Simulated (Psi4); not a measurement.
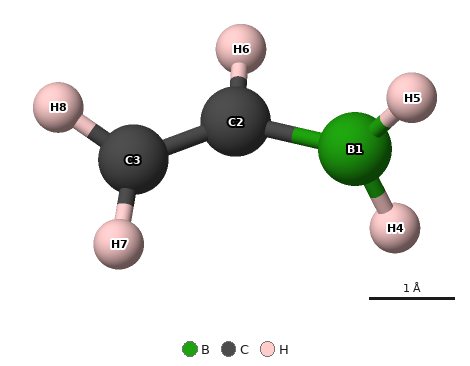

Figure 1. The structure as given in the input (ball-and-stick view, seen at a tilt; atoms are numbered from 1 in the order of the input). Bond lengths as drawn: B–C 1.51 Å, B–H 1.17 to 1.18 Å, C–C 1.34 Å and C–H 1.08 to 1.10 Å.

Excited-state calculation of C$_{2}$H$_{5}$B (charge +1)

- system: C$_{2}$H$_{5}$B, charge +1, multiplicity 2
- method: TDA (B86bPBE)/6-31G*, UKS (Psi4 1.11)

The geometry comes from this level: GFN2-xTB.

The input (c2h5b.in):
```
memory 1.6 GB

molecule geom {
  1 2
  B
  C 1 1.511889
  C 2 1.336848 1 135.13438
  H 1 1.175855 2 115.25908 3 81.48819
  H 1 1.167127 4 117.63026 2 -176.72506
  H 2 1.102311 3 118.0612 1 -175.03436
  H 3 1.084986 2 122.93386 6 158.42111
  H 3 1.08695 7 114.42144 2 -178.49236
  units angstrom
  symmetry c1
}

set {
  basis 6-31G*
  reference uks
  scf_type df
  tdscf_states 8
  tdscf_tda true
}

energy_value, wavefunction = energy("td-b86bpbe", return_wfn=True)
```

Run on 1 thread of Intel Xeon (Sapphire Rapids), 16 GiB of memory available, shared host.

Launched with:
```bash
psi4 c2h5b.in c2h5b.out -n 1
```

The program's output:
```
Psi4 1.11 release

   => Loading Basis Set <=

    Name: 6-31G*
    Role: ORBITAL
    Keyword: BASIS

         ---------------------------------------------------------
                                   SCF
                              UKS Reference
                        1 Threads,   1525 MiB Core
         ---------------------------------------------------------

  ==> Geometry <==

    Molecular point group: c1
    Full point group: C1

    Geometry (in Angstrom), charge = 1, multiplicity = 2:

       Center              X                  Y                   Z               Mass
    ------------   -----------------  -----------------  -----------------  -----------------
         B            0.000785133256     0.323594579988    -1.350257694570    11.009305360000
         C            0.000785133256     0.323594579988     0.161631305430    12.000000000000
         C            0.000785133256    -0.619480040215     1.109140057808    12.000000000000
         H           -1.050930202759     0.166193037949    -1.852009214328     1.007825032230
         H            0.911828039529     0.519671941793    -2.052923991789     1.007825032230
         H            0.084982960640     1.376246214302     0.477740152759     1.007825032230
         H           -0.406168056996    -1.612989033238     0.952539923956     1.007825032230
         H            0.433013706097    -0.460955585075     2.093776417305     1.007825032230

  Running in c1 symmetry.

  Rotational constants: A =      1.97200  B =      0.29948  C =      0.27755 [cm^-1]
  Rotational constants: A =  59119.07397  B =   8978.16349  C =   8320.69065 [MHz]
  Nuclear repulsion =   57.848900115629270

  Charge       = 1
  Multiplicity = 2
  Electrons    = 21
  Nalpha       = 11
  Nbeta        = 10

  ==> Algorithm <==

  SCF Algorithm Type is DF.
  DIIS enabled.
  MOM disabled.
  Fractional occupation disabled.
  Guess Type is SAD.
  Energy threshold   = 1.00e-06
  Density threshold  = 1.00e-06
  Integral threshold = 1.00e-12

  ==> Primary Basis <==

  Basis Set: 6-31G*
    Blend: 6-31G*
    Number of shells: 28
    Number of basis functions: 55
    Number of Cartesian functions: 55
    Spherical Harmonics?: false
    Max angular momentum: 2

  ==> DFT Potential <==

   => LibXC <=

    Version 7.1.2

   => Composite Functional: B86BPBE <=

    B86BPBE GGA Exchange-Correlation Functional

    Deriv               =              1
    GGA                 =           TRUE
    Meta                =          FALSE

    Exchange Hybrid     =          FALSE
    MP2 Hybrid          =          FALSE

   => Exchange Functionals <=

    1.0000   XC_GGA_X_B86_MGC

   => Correlation Functionals <=

    1.0000     XC_GGA_C_PBE

   => LibXC Density Thresholds  <==

    XC_GGA_C_PBE:  1.00E-12
    XC_GGA_X_B86_MGC:  1.00E-15

   => Molecular Quadrature <=

    Radial Scheme          =       TREUTLER
    Pruning Scheme         =           NONE
    Nuclear Scheme         =       TREUTLER

    Blocking Scheme        =         OCTREE
    BS radius alpha        =              1
    Pruning alpha          =              1
    Radial Points          =             75
    Spherical Points       =            302
    Total Points           =         172694
    Total Blocks           =           1358
    Max Points             =            256
    Max Functions          =             55
    Weights Tolerance      =       1.00E-15

   => Loading Basis Set <=

    Name: (6-31G* AUX)
    Role: JKFIT
    Keyword: DF_BASIS_SCF

  ==> Integral Setup <==

  DFHelper Memory: AOs need 0.010 GiB; user supplied 0.863 GiB.
  SCF_SUBTYPE=INCORE selected. In-core MEM_DF algorithm will be used.
  Using in-core AOs.

  ==> MemDFJK: Density-Fitted J/K Matrices <==

    J tasked:                   Yes
    K tasked:                    No
    wK tasked:                   No
    Memory [MiB]:               883
    Algorithm:                 Core
    Schwarz Cutoff:           1E-12
    Mask sparsity (%):       0.0661
    Fitting Condition:        1E-10

   => Auxiliary Basis Set <=

  Basis Set: (6-31G* AUX)
    Blend: CC-PVDZ-JKFIT
    Number of shells: 117
    Number of basis functions: 368
    Number of Cartesian functions: 368
    Spherical Harmonics?: false
    Max angular momentum: 3

  Cached 100.0% of DFT collocation blocks in 0.255 [GiB].

  Minimum eigenvalue in the overlap matrix is 5.9886340741E-03.
  Reciprocal condition number of the overlap matrix is 9.0611944047E-04.
    Using symmetric orthogonalization.

  ==> Pre-Iterations <==

  SCF Guess: Superposition of Atomic Densities via on-the-fly atomic UHF (no occupation information).

   -------------------------
    Irrep   Nso     Nmo
   -------------------------
     A         55      55
   -------------------------
    Total      55      55
   -------------------------

  ==> Iterations <==

                           Total Energy        Delta E     RMS |[F,P]|

   @DF-UKS iter SAD:  -103.37581275434633   -1.03376e+02   0.00000e+00
   @DF-UKS iter   1:  -103.49861375124544   -1.22801e-01   8.19329e-03 DIIS/ADIIS
   @DF-UKS iter   2:  -103.44134057801003    5.72732e-02   9.75486e-03 DIIS/ADIIS
   @DF-UKS iter   3:  -103.59630177327207   -1.54961e-01   2.61571e-03 DIIS/ADIIS
   @DF-UKS iter   4:  -103.61252021228530   -1.62184e-02   6.73204e-04 DIIS/ADIIS
   @DF-UKS iter   5:  -103.61353037575577   -1.01016e-03   3.37008e-04 DIIS/ADIIS
   @DF-UKS iter   6:  -103.61370520438109   -1.74829e-04   1.23413e-04 DIIS/ADIIS
   @DF-UKS iter   7:  -103.61373389327898   -2.86889e-05   1.85035e-05 DIIS
   @DF-UKS iter   8:  -103.61373456800925   -6.74730e-07   5.42774e-06 DIIS
   @DF-UKS iter   9:  -103.61373465671389   -8.87046e-08   1.22162e-06 DIIS
   @DF-UKS iter  10:  -103.61373466020802   -3.49414e-09   4.26633e-07 DIIS
  Energy and wave function converged.

  ==> Post-Iterations <==

   Electrons on quadrature grid:
      Nalpha   =   11.0000000841 ; deviation = 8.414e-08
      Nbeta    =    9.9999990454 ; deviation = -9.546e-07
      Ntotal   =   20.9999991296 ; deviation = -8.704e-07

   @Spin Contamination Metric:   3.472725789E-03
   @S^2 Expected:                7.500000000E-01
   @S^2 Observed:                7.534727258E-01
   @S   Expected:                5.000000000E-01
   @S   Observed:                5.000000000E-01

    Orbital Energies [Eh]
    ---------------------

    Alpha Occupied:

       1A    -10.218248     2A    -10.211023     3A     -6.786442
       4A     -0.990791     5A     -0.815921     6A     -0.707074
       7A     -0.678267     8A     -0.627150     9A     -0.584394
      10A     -0.559437    11A     -0.499553

    Alpha Virtual:

      12A     -0.335050    13A     -0.308823    14A     -0.132018
      15A     -0.105814    16A     -0.072243    17A     -0.052661
      18A     -0.018162    19A      0.024860    20A      0.055746
      21A      0.152035    22A      0.190059    23A      0.211859
      24A      0.228760    25A      0.239299    26A      0.285067
      27A      0.361748    28A      0.400291    29A      0.416418
      30A      0.556291    31A      0.571434    32A      0.605576
      33A      0.635906    34A      0.652500    35A      0.671307
      36A      0.779081    37A      0.823421    38A      0.939348
      39A      1.117961    40A      1.191481    41A      1.275704
      42A      1.290544    43A      1.347809    44A      1.404140
      45A      1.575035    46A      1.709944    47A      1.746912
      48A      1.794506    49A      1.938400    50A      2.103630
      51A      2.336502    52A      2.475773    53A      3.147089
      54A      3.743308    55A      3.966350

    Beta Occupied:

       1A    -10.211264     2A    -10.206563     3A     -6.785601
       4A     -0.970556     5A     -0.803207     6A     -0.696917
       7A     -0.668946     8A     -0.618254     9A     -0.564452
      10A     -0.552080

    Beta Virtual:

      11A     -0.459647    12A     -0.320440    13A     -0.282375
      14A     -0.125564    15A     -0.096523    16A     -0.064797
      17A     -0.045538    18A     -0.011836    19A      0.034291
      20A      0.064516    21A      0.159325    22A      0.198592
      23A      0.217873    24A      0.234699    25A      0.248337
      26A      0.317370    27A      0.376698    28A      0.411081
      29A      0.434915    30A      0.562624    31A      0.581020
      32A      0.615311    33A      0.648037    34A      0.664130
      35A      0.680776    36A      0.791563    37A      0.837612
      38A      0.944962    39A      1.135362    40A      1.215512
      41A      1.293755    42A      1.298516    43A      1.372662
      44A      1.420159    45A      1.603226    46A      1.724189
      47A      1.773237    48A      1.814007    49A      1.965188
      50A      2.129272    51A      2.347131    52A      2.487249
      53A      3.150027    54A      3.766373    55A      3.983636

    Final Occupation by Irrep:
              A
    DOCC [    10 ]
    SOCC [     1 ]
    NA   [    11 ]
    NB   [    10 ]

  @DF-UKS Final Energy:  -103.61373466020802

   => Energetics <=

    Nuclear Repulsion Energy =             57.8489001156292701
    One-Electron Energy =                -246.4028096880652470
    Two-Electron Energy =                 101.3075280771523126
    DFT Exchange-Correlation Energy =     -16.3673531649243742
    Empirical Dispersion Energy =           0.0000000000000000
    VV10 Nonlocal Energy =                  0.0000000000000000
    Total Energy =                       -103.6137346602080243

  UHF NO Occupations:
  HONO-2 :    9  A 1.9997396
  HONO-1 :   10  A 1.9988873
  HONO-0 :   11  A 1.0000000
  LUNO+0 :   12  A 0.0011127
  LUNO+1 :   13  A 0.0002604
  LUNO+2 :   14  A 0.0002026
  LUNO+3 :   15  A 0.0000763

Computation Completed

Properties will be evaluated at   0.000000,   0.000000,   0.000000 [a0]

Properties computed using the SCF density matrix

 Multipole Moments:

 ------------------------------------------------------------------------------------
     Multipole            Electronic (a.u.)      Nuclear  (a.u.)        Total (a.u.)
 ------------------------------------------------------------------------------------

 L = 1.  Multiply by 2.5417464519 to convert [e a0] to [Debye]
 Dipole X            :          0.0046307           -0.0263169           -0.0216862
 Dipole Y            :          0.3240338           -0.3196912            0.0043426
 Dipole Z            :         -0.7103227            0.9306202            0.2202975
 Magnitude           :                                                    0.2214049

 ------------------------------------------------------------------------------------

	total time  =          6 seconds =       0.10 minutes

******************************************************************************************
**********                               WARNING                                **********
**********       The names of excited state variables changed between 1.5       **********
**********     and 1.6. For a quick solution, remove the symmetry specifier     **********
**********   from the variable name. For full details, see 'Notes on Psivars'   **********
**********                        in the documentation.                         **********
******************************************************************************************

         ---------------------------------------------------------
                         TDSCF excitation energies
         ---------------------------------------------------------

  ==> Options <==

     Residual threshold  : 1.0000e-04
     Initial guess       : denominators
     Reference           : UHF
     Solver type         : TDA (Davidson)

  ==> Requested Excitations <==

      8 singlet states with A symmetry

  ==> Seeking the lowest 8 singlet states with A symmetry

                         Generalized Davidson Solver

  ==> Options <==

    Max number of iterations        = 60
    Eigenvector tolerance           = 1.0000e-04
    Max number of expansion vectors = 1600

  => Iterations <=
                           Max[D[value]]     Max[|R|]   # vectors
  DavidsonSolver iter   1:   2.28890e-01  8.99057e-02     32
  DavidsonSolver iter   2:   8.42733e-03  1.45268e-02     40
  DavidsonSolver iter   3:   1.74732e-04  1.53935e-03     48
  DavidsonSolver iter   4:   2.23676e-06  1.62225e-04     56
  DavidsonSolver iter   5:   2.14622e-08  6.28040e-05     59      Converged

******************************************************************************************
**********                               WARNING                                **********
**********  Length-gauge rotatory strengths are **NOT** gauge-origin invariant  **********
******************************************************************************************

                                    Excitation Energy         Total Energy        Oscillator Strength             Rotatory Strength
     #   Sym: GS->ES (Trans)        au              eV              au          au (length)    au (velocity)    au (length)    au (velocity)
    ---- -------------------- --------------- --------------- --------------- --------------- --------------- --------------- ---------------
     1        A->A (1 A)       0.09601         2.61266        -103.51772       0.0064          0.0007          0.0062         -0.0135
     2        A->A (1 A)       0.12574         3.42162        -103.48799       0.0618          0.0022          0.0309         -0.0065
     3        A->A (1 A)       0.15921         4.33223        -103.45453       0.0046          0.0002          0.0170          0.0000
     4        A->A (1 A)       0.17367         4.72593        -103.44006       0.0363          0.0011         -0.0289         -0.0190
     5        A->A (1 A)       0.19394         5.27725        -103.41980       0.0427          0.0036          0.1332          0.0400
     6        A->A (1 A)       0.21218         5.77374        -103.40155       0.0254          0.0022          0.0544          0.0157
     7        A->A (1 A)       0.21467         5.84139        -103.39907       0.0505          0.0039          0.1338          0.0422
     8        A->A (1 A)       0.22798         6.20367        -103.38575       0.0015          0.0007         -0.0289         -0.0202

Contributing excitations
Only contributions with abs(coeff) > 1.00e-01 will be printed:

Excited State    1 (1 A):   0.09601 au   474.55 nm f = 0.0064
Alpha orbitals:
  Sums of squares: Xssq =  8.387228e-03
Beta orbitals:
  Sums of squares: Xssq =  9.916128e-01
      9a (b) ->  11a (b)    0.372844 (13.901%)
     10a (b) ->  11a (b)    0.922096 (85.026%)

Excited State    2 (1 A):   0.12574 au   362.35 nm f = 0.0618
Alpha orbitals:
  Sums of squares: Xssq =  1.167600e-01
     10a (a) ->  12a (a)   -0.119207 ( 1.421%)
     11a (a) ->  12a (a)   -0.275597 ( 7.595%)
Beta orbitals:
  Sums of squares: Xssq =  8.832400e-01
      8a (b) ->  11a (b)   -0.125372 ( 1.572%)
      9a (b) ->  11a (b)    0.853384 (72.826%)
     10a (b) ->  11a (b)   -0.353674 (12.509%)

Excited State    3 (1 A):   0.15921 au   286.19 nm f = 0.0046
Alpha orbitals:
  Sums of squares: Xssq =  1.758022e-01
     11a (a) ->  12a (a)   -0.394926 (15.597%)
     11a (a) ->  13a (a)   -0.100259 ( 1.005%)
Beta orbitals:
  Sums of squares: Xssq =  8.241978e-01
      8a (b) ->  11a (b)    0.900165 (81.030%)

Excited State    4 (1 A):   0.17367 au   262.35 nm f = 0.0363
Alpha orbitals:
  Sums of squares: Xssq =  8.290282e-01
     11a (a) ->  12a (a)    0.744927 (55.492%)
     11a (a) ->  13a (a)   -0.509903 (26.000%)
Beta orbitals:
  Sums of squares: Xssq =  1.709718e-01
      7a (b) ->  11a (b)   -0.175807 ( 3.091%)
      8a (b) ->  11a (b)    0.289603 ( 8.387%)
      9a (b) ->  11a (b)    0.201827 ( 4.073%)

Excited State    5 (1 A):   0.19394 au   234.94 nm f = 0.0427
Alpha orbitals:
  Sums of squares: Xssq =  6.421905e-01
     10a (a) ->  12a (a)   -0.202307 ( 4.093%)
     11a (a) ->  12a (a)    0.239689 ( 5.745%)
     11a (a) ->  13a (a)    0.731119 (53.453%)
Beta orbitals:
  Sums of squares: Xssq =  3.578095e-01
      7a (b) ->  11a (b)   -0.467013 (21.810%)
      8a (b) ->  11a (b)    0.227472 ( 5.174%)
      9a (b) ->  11a (b)    0.144990 ( 2.102%)
      9a (b) ->  12a (b)    0.207475 ( 4.305%)
      9a (b) ->  13a (b)   -0.102700 ( 1.055%)

Excited State    6 (1 A):   0.21218 au   214.74 nm f = 0.0254
Alpha orbitals:
  Sums of squares: Xssq =  4.716485e-01
     10a (a) ->  12a (a)   -0.583678 (34.068%)
     10a (a) ->  13a (a)    0.248079 ( 6.154%)
     11a (a) ->  12a (a)   -0.115254 ( 1.328%)
     11a (a) ->  13a (a)   -0.215112 ( 4.627%)
Beta orbitals:
  Sums of squares: Xssq =  5.283515e-01
      7a (b) ->  11a (b)   -0.181613 ( 3.298%)
      9a (b) ->  13a (b)    0.102207 ( 1.045%)
     10a (b) ->  12a (b)   -0.679282 (46.142%)

Excited State    7 (1 A):   0.21467 au   212.25 nm f = 0.0505
Alpha orbitals:
  Sums of squares: Xssq =  1.982392e-01
     10a (a) ->  12a (a)    0.225205 ( 5.072%)
     11a (a) ->  12a (a)   -0.265725 ( 7.061%)
     11a (a) ->  13a (a)   -0.250569 ( 6.279%)
Beta orbitals:
  Sums of squares: Xssq =  8.017608e-01
      7a (b) ->  11a (b)   -0.836352 (69.948%)
      8a (b) ->  11a (b)   -0.138160 ( 1.909%)
      9a (b) ->  11a (b)   -0.100494 ( 1.010%)
      9a (b) ->  12a (b)   -0.102424 ( 1.049%)
      9a (b) ->  13a (b)    0.111006 ( 1.232%)
     10a (b) ->  12a (b)    0.196185 ( 3.849%)

Excited State    8 (1 A):   0.22798 au   199.86 nm f = 0.0015
Alpha orbitals:
  Sums of squares: Xssq =  4.431525e-01
      9a (a) ->  12a (a)    0.535434 (28.669%)
     10a (a) ->  12a (a)    0.326450 (10.657%)
     10a (a) ->  13a (a)    0.125866 ( 1.584%)
     11a (a) ->  13a (a)   -0.178122 ( 3.173%)
Beta orbitals:
  Sums of squares: Xssq =  5.568475e-01
      6a (b) ->  11a (b)    0.130379 ( 1.700%)
      9a (b) ->  12a (b)    0.664743 (44.188%)
      9a (b) ->  13a (b)   -0.146631 ( 2.150%)
     10a (b) ->  12a (b)   -0.249162 ( 6.208%)
     10a (b) ->  13a (b)   -0.107477 ( 1.155%)

******************************************************************************************
**********                               WARNING                                **********
**********       The names of excited state variables changed between 1.5       **********
**********     and 1.6. For a quick solution, remove the symmetry specifier     **********
**********   from the variable name. For full details, see 'Notes on Psivars'   **********
**********                        in the documentation.                         **********
******************************************************************************************

    Psi4 run time: 0:00:24.33
```

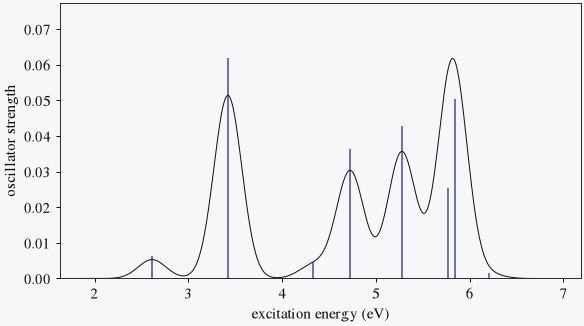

Figure 2. Computed excitations as sticks (degenerate states added up, dark ones marked on the axis), with a Gaussian envelope of 0.35 eV full width at half maximum, scaled to the tallest. Of the 8 states the lowest lies at 2.61 eV (f = 0.006); the strongest line is at 3.42 eV, or 362 nm (f = 0.062).

Key numbers:

- outcome: converged
- total energy: −103.613735 hartree
- basis functions: 55
- ⟨S²⟩: 0.753
- lowest excitation: 2.61 eV
- wall time: 26 s
- peak memory: 0.49 GiB
